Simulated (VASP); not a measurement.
# PbO2: structure and properties in VASP

Wanted: the relaxed cell of PbO2 and its properties. The steps: relaxing cell and atoms (PBE + D4), second relaxation, single point with fields (PBE + D4), band structure (PBE + D4), density of states (PBE + D4), bands along the symmetry lines (r2SCAN), vibrations at Γ (PBE + D4), volume scan with PBE + D4, fit for PBE + D4 and band structure (PBE + D4), changed input. The start is a computed cell from the Materials Project.

Program: VASP 6.6.1. Level of theory: PBE with D4; plane waves and PAW (Pb_d, O), in the first sound run; inputs show where later runs differ. Results are calculated unless marked as measured.

## Step 1: The starting structure

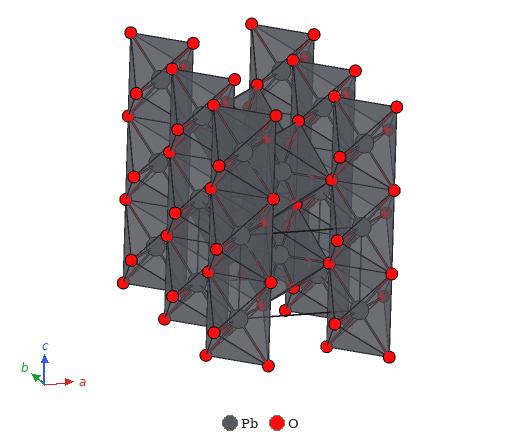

Start, viewed slightly off an axis; lead dark grey, oxygen red. 1×2×2 cells are drawn. Some periodic images of atoms are drawn too.

Coordinates:

```
Pb O
1.0
     4.99496    0.00000    0.00000
     0.00000    4.99496    0.00000
     0.00000    0.00000    3.40900
Pb O
2 4
Direct
  0.50000 0.50000 0.50000
  0.00000 0.00000 0.00000
  0.69257 0.69257 0.00000
  0.80743 0.19257 0.50000
  0.19257 0.80743 0.50000
  0.30743 0.30743 0.00000
```

## Step 2: Relaxing cell and atoms (PBE + D4)

The start need not lie at this functional's minimum. ISIF = 3 frees volume, shape and positions, and EDIFFG sets the threshold on forces and stress at which the search stops. PBE, the usual starting point, adds the gradient of the density. A dispersion term adds the long-range attraction that semilocal functionals lack. D4 lets the coefficients depend on atomic charges too.

The input, INCAR:

```
SYSTEM = PbO2
PREC = Accurate
ENCUT = 520
EDIFF = 1E-06
NELM = 100
ISMEAR = 0
SIGMA = 0.05
LREAL = .FALSE.
ALGO = Normal
GGA = PE
IVDW = 13
NBANDS = 32
LORBIT = 11
LWAVE = .FALSE.
LCHARG = .FALSE.
KPAR = 2
IBRION = 2
NSW = 60
ISIF = 3
EDIFFG = -0.01
```

The input, POSCAR:

```
PbO2
1.0
    4.9949598700      0.0000000000      0.0000000000
    0.0000000000      4.9949598700      0.0000000000
    0.0000000000      0.0000000000      3.4090009600
Pb O
2 4
Direct
    0.5000000000      0.5000000000      0.5000000000
    0.0000000000      0.0000000000      0.0000000000
    0.6925710400      0.6925710400      0.0000000000
    0.8074289600      0.1925710400      0.5000000000
    0.1925710400      0.8074289600      0.5000000000
    0.3074289600      0.3074289600      0.0000000000
```

The input, KPOINTS:

```
Automatic mesh
0
Gamma
4 4 6
0 0 0
```

The projector-augmented-wave data sets are Pb_d and O (PBE family, release 64).

Launch:

```sh
$ mpirun -np 2 vasp_std
```

Log:

```text
[banner, memory and clock lines left out]
running    2 mpi-ranks, on    1 nodes
 distrk:  each k-point on    1 cores,    2 groups
 distr:  one band on    1 cores,    1 groups

 POSCAR found type information on POSCAR PbO
 POSCAR found :  2 types and       6 ions
 LDA part: xc-table for (Slater+PW92), standard interpolation
 POSCAR, INCAR and KPOINTS ok, starting setup
 FFT: planning ... GRIDC
 FFT: planning ... GRID_SOFT
 FFT: planning ... GRID
 WAVECAR not read
 entering main loop
       N       E                     dE             d eps       ncg     rms          rms(c)
DAV:   1     0.684216343814E+03    0.68422E+03   -0.26314E+04  1544   0.198E+03
DAV:   2     0.522549097887E+02   -0.63196E+03   -0.60593E+03  1720   0.539E+02
DAV:   3    -0.343633766198E+02   -0.86618E+02   -0.85213E+02  2048   0.220E+02
DAV:   4    -0.374263355292E+02   -0.30630E+01   -0.30566E+01  1776   0.461E+01
DAV:   5    -0.375595798038E+02   -0.13324E+00   -0.13320E+00  2208   0.906E+00    0.141E+01
DAV:   6    -0.317976896458E+02    0.57619E+01   -0.23685E+01  2368   0.557E+01    0.452E+00
DAV:   7    -0.318258598288E+02   -0.28170E-01   -0.17479E+00  1736   0.102E+01    0.277E+00
DAV:   8    -0.318220311488E+02    0.38287E-02   -0.46157E-01  2440   0.675E+00    0.122E+00
DAV:   9    -0.317913092481E+02    0.30722E-01   -0.11619E-01  2488   0.435E+00    0.130E-01
DAV:  10    -0.317929849106E+02   -0.16757E-02   -0.10749E-02  1816   0.585E-01    0.111E-01
DAV:  11    -0.317929667899E+02    0.18121E-04   -0.31207E-04  2312   0.165E-01    0.437E-02
DAV:  12    -0.317929544925E+02    0.12297E-04   -0.48655E-05  2344   0.553E-02    0.170E-02
DAV:  13    -0.317929492494E+02    0.52431E-05   -0.24944E-05  1960   0.588E-02    0.508E-03
DAV:  14    -0.317929500432E+02   -0.79383E-06   -0.30683E-06  1616   0.172E-02
   1 F= -.33344965E+02 E0= -.33344945E+02  d E =-.333450E+02
 curvature:   0.00 expect dE= 0.000E+00 dE for cont linesearch  0.000E+00
 trial: gam= 0.00000 g(F)=  0.622E-03 g(S)=  0.671E-01 ort = 0.000E+00 (trialstep = 0.100E+01)
 search vector abs. value=  0.677E-01
 bond charge predicted
       N       E                     dE             d eps       ncg     rms          rms(c)
DAV:   1    -0.324631290784E+02   -0.67018E+00   -0.21491E+01  1952   0.719E+01    0.492E+00
DAV:   2    -0.319464492048E+02    0.51668E+00   -0.15137E+00  1976   0.154E+01    0.157E+00
DAV:   3    -0.318588498373E+02    0.87599E-01   -0.22030E-01  2048   0.108E+01    0.391E-01
DAV:   4    -0.318549496619E+02    0.39002E-02   -0.38372E-02  2456   0.296E+00    0.115E-01
DAV:   5    -0.318550776757E+02   -0.12801E-03   -0.46887E-03  2000   0.669E-01    0.514E-02
DAV:   6    -0.318549863498E+02    0.91326E-04   -0.38251E-04  2104   0.440E-01    0.155E-02
DAV:   7    -0.318549841811E+02    0.21686E-05   -0.80267E-05  2232   0.748E-02    0.304E-03
DAV:   8    -0.318549843944E+02   -0.21322E-06   -0.16345E-06  1464   0.112E-02
   2 F= -.33349694E+02 E0= -.33349663E+02  d E =-.472921E-02
[...]
3 F= -.33362588E+02 E0= -.33362563E+02  d E =-.176238E-01
[...]
4 F= -.33362581E+02 E0= -.33362556E+02  d E =-.176165E-01
 curvature:  -0.29 expect dE=-0.424E-04 dE for cont linesearch -0.427E-05
 ZBRENT: accuracy reached
 trial: gam= 0.01701 g(F)=  0.892E-04 g(S)=  0.588E-04 ort =-0.100E-02 (trialstep = 0.909E+00)
 search vector abs. value=  0.133E-03
 bond charge predicted
       N       E                     dE             d eps       ncg     rms          rms(c)
DAV:   1    -0.318421640253E+02   -0.78694E-04   -0.20721E-02  1568   0.984E-01    0.582E-02
DAV:   2    -0.318421540721E+02    0.99532E-05   -0.52454E-04  2384   0.215E-01    0.344E-02
DAV:   3    -0.318421283113E+02    0.25761E-04   -0.23241E-05  2296   0.595E-02    0.771E-03
DAV:   4    -0.318421273900E+02    0.92124E-06   -0.42653E-06  1776   0.194E-02
   5 F= -.33362669E+02 E0= -.33362643E+02  d E =-.877919E-04
 trial-energy change:   -0.000088  1 .order   -0.000089   -0.000119   -0.000059
 step:   1.8081(harm=  1.8081)  dis= 0.00127  next Energy=   -33.362699 (dE=-0.118E-03)
 reached required accuracy - stopping structural energy minimisation
```

The job ended after 47 s (2 MPI ranks of Intel Xeon 6975P-C (Granite Rapids), shared host; peak memory 0.46 GiB; 93 s of CPU time).

The logs omit lines about the potential files and the build; timing stands in the text.

Parts of OUTCAR (step 2):

```text
ion  position               nearest neighbor table
   1  0.500  0.500  0.500-   4 2.17   5 2.17   3 2.18   6 2.18   3 2.18   6 2.18   2 3.92   2 3.92
                             2 3.92   2 3.92   2 3.92   2 3.92   2 3.92   2 3.92
   2  0.000  0.000  0.000-   3 2.17   6 2.17   5 2.18   4 2.18   4 2.18   5 2.18   1 3.92   1 3.92
                             1 3.92   1 3.92   1 3.92   1 3.92   1 3.92   1 3.92
   3  0.693  0.693  0.000-   2 2.17   1 2.18   1 2.18
   4  0.807  0.193  0.500-   1 2.17   2 2.18   2 2.18
   5  0.193  0.807  0.500-   1 2.17   2 2.18   2 2.18
   6  0.307  0.307  0.000-   2 2.17   1 2.18   1 2.18

  LATTYP: Found a simple tetragonal cell.
 ALAT       =     4.9949598700
 C/A-ratio  =     0.6824881578

 Subroutine GETGRP returns: Found 16 space group operations
 (whereof  8 operations were pure point group operations)

The static configuration has the point symmetry D_2h.
 The point group associated with its full space group is D_4h.

 Found     24 irreducible k-points:

   k-points           NKPTS =     24   k-points in BZ     NKDIM =     24   number of bands    NBANDS=     32

   dimension x,y,z NGX =    40 NGY =   40 NGZ =   28
   dimension x,y,z NGXF=    80 NGYF=   80 NGZF=   56

   ENCUT  =  520.0 eV  38.22 Ry    6.18 a.u.   9.29  9.29  6.34*2*pi/ulx,y,z

   NELECT =      52.0000    total number of electrons

 k-points in reciprocal lattice and weights: Automatic mesh
   0.00000000  0.00000000  0.00000000       0.010
   0.25000000  0.00000000  0.00000000       0.042
   0.50000000  0.00000000  0.00000000       0.021
   0.25000000  0.25000000  0.00000000       0.042
   0.50000000  0.25000000  0.00000000       0.042
   0.50000000  0.50000000  0.00000000       0.010
   0.00000000  0.00000000  0.16666667       0.021
   0.25000000  0.00000000  0.16666667       0.083
   0.50000000  0.00000000  0.16666667       0.042
[...]
0.50000000  0.25000000  0.50000000       0.042
   0.50000000  0.50000000  0.50000000       0.010

 average (electrostatic) potential at core
       1 -91.6209       2 -91.6209       3 -69.8742       4 -69.8742       5 -69.8742
       6 -69.8742

 E-fermi :   3.9938

 k-point     1 :       0.0000    0.0000    0.0000
  band No.  band energies     occupation
    ...
     22       3.2386      2.00000
     23       3.3342      2.00000
     24       3.3342      2.00000
     25       3.4160      2.00000
     26       3.4160      2.00000
     27       4.0729      0.02524
     28       7.9967      0.00000
     29       9.7525      0.00000
     30       9.7525      0.00000
     31      13.5899      0.00000
    ...

 k-point     2 :       0.2500    0.0000    0.0000
  band No.  band energies     occupation
    ...
     22       3.0716      2.00000
     23       3.3103      2.00000
     24       3.3227      2.00000
     25       3.4775      2.00000
     26       3.8595      1.99985
     27       4.4549      0.00000
     28       7.5231      0.00000
     29       9.9964      0.00000
     30      10.0580      0.00000
     31      13.4925      0.00000
    ...

 k-point     3 :       0.5000    0.0000    0.0000
  band No.  band energies     occupation
    ...
     22       2.6805      2.00000
     23       3.3029      2.00000
     24       3.3029      2.00000
     25       3.6199      2.00000
     26       3.6199      2.00000
     27       6.2122      0.00000
     28       6.2122      0.00000
     29      10.3532      0.00000
     30      10.3532      0.00000
     31      13.5864      0.00000
    ...

  DFT-D4 for vdW energy calculation

  Edisp (eV):   -1.52054

  Total      -0.05197    -0.05197     0.00239     0.00000     0.00000     0.00000
  in kB      -0.95855    -0.95855     0.04409     0.00000     0.00000     0.00000
  external pressure =       -0.62 kB  Pullay stress =        0.00 kB

  energy-cutoff  :      520.00
  volume of cell :       86.87
      direct lattice vectors                 reciprocal lattice vectors
     5.023385070  0.000000000  0.000000000     0.199068952 -0.000000000  0.000000000
     0.000000000  5.023385070  0.000000000    -0.000000000  0.199068952  0.000000000
     0.000000000  0.000000000  3.442678564     0.000000000  0.000000000  0.290471498

 POSITION                                       TOTAL-FORCE (eV/Angst)
 -----------------------------------------------------------------------------------
      2.51169      2.51169      1.72134         0.000000     -0.000000      0.000000
      0.00000      0.00000      0.00000        -0.000000     -0.000000      0.000000
      3.47948      3.47948      0.00000        -0.006330     -0.006330      0.000000
      4.05560      0.96779      1.72134         0.006330     -0.006330      0.000000
      0.96779      4.05560      1.72134        -0.006330      0.006330     -0.000000
      1.54390      1.54390      0.00000         0.006330      0.006330     -0.000000
 -----------------------------------------------------------------------------------
    total drift:                                0.000000     -0.000000     -0.000000

  FREE ENERGIE OF THE ION-ELECTRON SYSTEM (eV)
  ---------------------------------------------------
  free  energy   TOTEN  =       -33.3626687767 eV

  energy  without entropy=      -33.3626182202  energy(sigma->0) =      -33.36264350

 reached required accuracy - stopping structural energy minimisation

 total charge
# of ion       s       p       d       tot
------------------------------------------
    1        1.045   0.753  10.019  11.817
    2        1.045   0.753  10.019  11.817
    3        1.580   3.378   0.000   4.958
    4        1.580   3.378   0.000   4.958
    5        1.580   3.378   0.000   4.958
    6        1.580   3.378   0.000   4.958
--------------------------------------------------
tot          8.410  15.018  20.039  43.467

[... 3 further parts left out ...]
```

CONTCAR:

```
PbO2
   1.00000000000000
     5.0233850700934628    0.0000000000000000    0.0000000000000000
     0.0000000000000000    5.0233850700934628    0.0000000000000000
     0.0000000000000000    0.0000000000000000    3.4426785639680633
  Pb              O
     2     4
Direct
     0.5000000000000000    0.5000000000000000    0.5000000000000000
     0.0000000000000000    0.0000000000000000    0.0000000000000000
     0.6926567864237884    0.6926567864237884    0.0000000000000000
     0.8073432135762116    0.1926567864237882    0.5000000000000000
     0.1926567864237882    0.8073432135762116    0.5000000000000000
     0.3073432135762117    0.3073432135762117    0.0000000000000000
```

This mesh shows a gap, but another run on the same cell finds none, so it misses the points where the bands meet. The run keeps the 16 symmetry operations of its start, so it cannot find a distortion of lower symmetry.

The steps of the relaxation:

```csv
step,energy less that of the first step (eV),largest force (eV/Å),pressure (GPa),volume (Å³)
1,0.0000,0.0568,3.06,85.05
2,-0.0047,0.0775,-2.42,88.43
3,-0.0176,0.0202,0.00,86.84
4,-0.0176,0.0215,-0.05,86.88
5,-0.0177,0.0090,-0.06,86.87
```

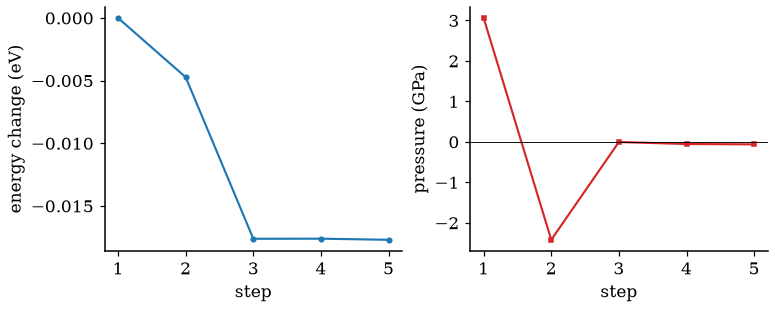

Energy and pressure along the relaxation.

```csv
"conventional cell, symmetrised",before,after,change
a (Å),4.995,5.023,+0.6 %
b (Å),4.995,5.023,+0.6 %
c (Å),3.409,3.443,+1.0 %
volume (Å³/atom),14.18,14.48,+2.1 %
```

Final coordinates:

```cif
data_structure
_symmetry_space_group_name_H-M 'P 1'
_symmetry_Int_Tables_number 1
_cell_length_a 5.0234
_cell_length_b 5.0234
_cell_length_c 3.4427
_cell_angle_alpha 90.000
_cell_angle_beta 90.000
_cell_angle_gamma 90.000
_cell_volume 86.87
loop_
_atom_site_label
_atom_site_type_symbol
_atom_site_fract_x
_atom_site_fract_y
_atom_site_fract_z
_atom_site_occupancy
Pb1 Pb 0.50000 0.50000 0.50000 1
Pb2 Pb 0.00000 0.00000 0.00000 1
O3 O 0.69266 0.69266 0.00000 1
O4 O 0.80734 0.19266 0.50000 1
O5 O 0.19266 0.80734 0.50000 1
O6 O 0.30734 0.30734 0.00000 1
```

Numbers from this step:

| Property | Result |
| --- | --- |
| electrons | 52 |
| bands | 32 |
| irreducible k-points | 24 |
| symmetry operations | 16 |
| free energy (TOTEN) | -33.36 eV |
| Fermi energy | 3.994 eV |
| pressure | -0.06243 GPa |
| SCF cycles over all ionic steps | 39 |

It ends with a largest force of 0.009 eV/Å and a pressure of -0.06 GPa.

## Step 3: Second relaxation

The basis stayed that of the start cell while the cell moved. A rerun from the cell reached resets it; the error of the finite cutoff stays.

INCAR is that of step 2.

The input, POSCAR:

```
PbO2
1.0
    5.0233850701      0.0000000000      0.0000000000
    0.0000000000      5.0233850701      0.0000000000
    0.0000000000      0.0000000000      3.4426785640
Pb O
2 4
Direct
    0.5000000000      0.5000000000      0.5000000000
    0.0000000000      0.0000000000      0.0000000000
    0.6926567864      0.6926567864      0.0000000000
    0.8073432136      0.1926567864      0.5000000000
    0.1926567864      0.8073432136      0.5000000000
    0.3073432136      0.3073432136      0.0000000000
```

KPOINTS is that of step 2.

Launch:

```sh
$ mpirun -np 2 vasp_std
```

Log:

```text
[... set-up lines as in an earlier step ...]
 entering main loop
       N       E                     dE             d eps       ncg     rms          rms(c)
DAV:   1     0.671523635489E+03    0.67152E+03   -0.26348E+04  1536   0.197E+03
DAV:   2     0.502477942852E+02   -0.62128E+03   -0.59729E+03  1712   0.532E+02
DAV:   3    -0.339986622285E+02   -0.84246E+02   -0.82344E+02  1976   0.215E+02
DAV:   4    -0.373948940103E+02   -0.33962E+01   -0.33853E+01  1864   0.475E+01
DAV:   5    -0.375453036207E+02   -0.15041E+00   -0.15038E+00  2088   0.932E+00    0.140E+01
DAV:   6    -0.318606052693E+02    0.56847E+01   -0.23667E+01  2376   0.546E+01    0.460E+00
DAV:   7    -0.318785545834E+02   -0.17949E-01   -0.17811E+00  1840   0.104E+01    0.277E+00
DAV:   8    -0.318741478995E+02    0.44067E-02   -0.47581E-01  2408   0.651E+00    0.124E+00
DAV:   9    -0.318430561851E+02    0.31092E-01   -0.11816E-01  2488   0.424E+00    0.135E-01
DAV:  10    -0.318448413131E+02   -0.17851E-02   -0.11246E-02  1768   0.611E-01    0.109E-01
DAV:  11    -0.318448218302E+02    0.19483E-04   -0.30783E-04  2384   0.193E-01    0.459E-02
DAV:  12    -0.318448042980E+02    0.17532E-04   -0.64541E-05  2080   0.531E-02    0.135E-02
DAV:  13    -0.318448031413E+02    0.11567E-05   -0.73306E-06  1960   0.265E-02    0.255E-03
DAV:  14    -0.318448028429E+02    0.29840E-06   -0.90578E-07  1168   0.163E-02
   1 F= -.33365344E+02 E0= -.33365319E+02  d E =-.333653E+02
 curvature:   0.00 expect dE= 0.000E+00 dE for cont linesearch  0.000E+00
 trial: gam= 0.00000 g(F)=  0.166E-04 g(S)=  0.382E-04 ort = 0.000E+00 (trialstep = 0.100E+01)
 search vector abs. value=  0.548E-04
 reached required accuracy - stopping structural energy minimisation
```

The job ended after 17 s (2 MPI ranks; peak memory 0.43 GiB).

OUTCAR, selected parts (step 3):

```text
  LATTYP: Found a simple tetragonal cell.
 ALAT       =     5.0233850701
 C/A-ratio  =     0.6853304129

 Found     24 irreducible k-points:

   ENCUT  =  520.0 eV  38.22 Ry    6.18 a.u.   9.34  9.34  6.40*2*pi/ulx,y,z

   NELECT =      52.0000    total number of electrons

 E-fermi :   3.9936

 k-point     1 :       0.0000    0.0000    0.0000
  band No.  band energies     occupation
    ...
     22       3.2384      2.00000
     23       3.3340      2.00000
     24       3.3340      2.00000
     25       3.4157      2.00000
     26       3.4157      2.00000
     27       4.0727      0.02525
     28       7.9964      0.00000
     29       9.7523      0.00000
     30       9.7523      0.00000
     31      13.5895      0.00000
    ...

 k-point     2 :       0.2500    0.0000    0.0000
  band No.  band energies     occupation
    ...
     22       3.0714      2.00000
     23       3.3100      2.00000
     24       3.3224      2.00000
     25       3.4773      2.00000
     26       3.8593      1.99985
     27       4.4547      0.00000
     28       7.5228      0.00000
     29       9.9962      0.00000
     30      10.0578      0.00000
     31      13.4921      0.00000
    ...

  DFT-D4 for vdW energy calculation

  Edisp (eV):   -1.52054

  Total      -0.04866    -0.04866     0.00347     0.00000     0.00000     0.00000
  in kB      -0.89743    -0.89743     0.06408     0.00000     0.00000     0.00000
  external pressure =       -0.58 kB  Pullay stress =        0.00 kB

  energy-cutoff  :      520.00
  volume of cell :       86.87
      direct lattice vectors                 reciprocal lattice vectors
     5.023385070  0.000000000  0.000000000     0.199068952  0.000000000  0.000000000
     0.000000000  5.023385070  0.000000000     0.000000000  0.199068952  0.000000000
     0.000000000  0.000000000  3.442678564     0.000000000  0.000000000  0.290471498

 POSITION                                       TOTAL-FORCE (eV/Angst)
 -----------------------------------------------------------------------------------
      2.51169      2.51169      1.72134        -0.000000      0.000000      0.000000
      0.00000      0.00000      0.00000        -0.000000      0.000000      0.000000
      3.47948      3.47948      0.00000        -0.006566     -0.006566      0.000000
      4.05560      0.96779      1.72134         0.006566     -0.006566      0.000000
      0.96779      4.05560      1.72134        -0.006566      0.006566      0.000000
      1.54390      1.54390      0.00000         0.006566      0.006566     -0.000000
 -----------------------------------------------------------------------------------
    total drift:                                0.000000     -0.000000      0.000000

  FREE ENERGIE OF THE ION-ELECTRON SYSTEM (eV)
  ---------------------------------------------------
  free  energy   TOTEN  =       -33.3653442296 eV

  energy  without entropy=      -33.3652936560  energy(sigma->0) =      -33.36531894

 total charge
# of ion       s       p       d       tot
------------------------------------------
    1        1.045   0.753  10.019  11.817
    2        1.045   0.753  10.019  11.817
    3        1.580   3.378   0.000   4.958
    4        1.580   3.378   0.000   4.958
    5        1.580   3.378   0.000   4.958
    6        1.580   3.378   0.000   4.958
--------------------------------------------------
tot          8.408  15.018  20.039  43.465

[... 6 parts as in an earlier step ...]

[... 6 further parts left out ...]
```

CONTCAR:

```
PbO2
   1.00000000000000
     5.0233850700999998    0.0000000000000000    0.0000000000000000
     0.0000000000000000    5.0233850700999998    0.0000000000000000
     0.0000000000000000    0.0000000000000000    3.4426785639999999
  Pb              O
     2     4
Direct
     0.5000000000000000    0.5000000000000000    0.5000000000000000
     0.0000000000000000    0.0000000000000000    0.0000000000000000
     0.6926567864000006    0.6926567864000006    0.0000000000000000
     0.8073432135999994    0.1926567864000006    0.5000000000000000
     0.1926567864000006    0.8073432135999994    0.5000000000000000
     0.3073432135999994    0.3073432135999994    0.0000000000000000
```

Little changed from the start: no atom moved by 0.005 Å and no cell edge by 0.1 %.

This step gave:

| Quantity | Value |
| --- | --- |
| free energy (TOTEN) | -33.37 eV |
| pressure | -0.05769 GPa |
| SCF cycles over all ionic steps | 14 |

It ends with a largest force of 0.009 eV/Å and a pressure of -0.06 GPa. The volume moved by under 0.01 %: the run met its threshold at the first step.

(Part 1 of 6 ends here.)

[Lines on the potential files, build, host, timing and source positions are cut from VASP's logs without a mark.]

[Logs are printed without paths, hosts, clocks, repeated set-up lines and the standing remarks that a program may print on its own settings, such as how far it seeks lower states.]

[Hosts, paths, dates, database ids (printed as entryN), source tags and the programs' standing remarks are cut or masked in the printed files.]

[A measured line is paired with the nearest computed mode of its activity, which favours agreement.]

[In band tables of VASP the shares of atoms and orbitals are scaled to a sum of 1 inside the atoms' spheres.]
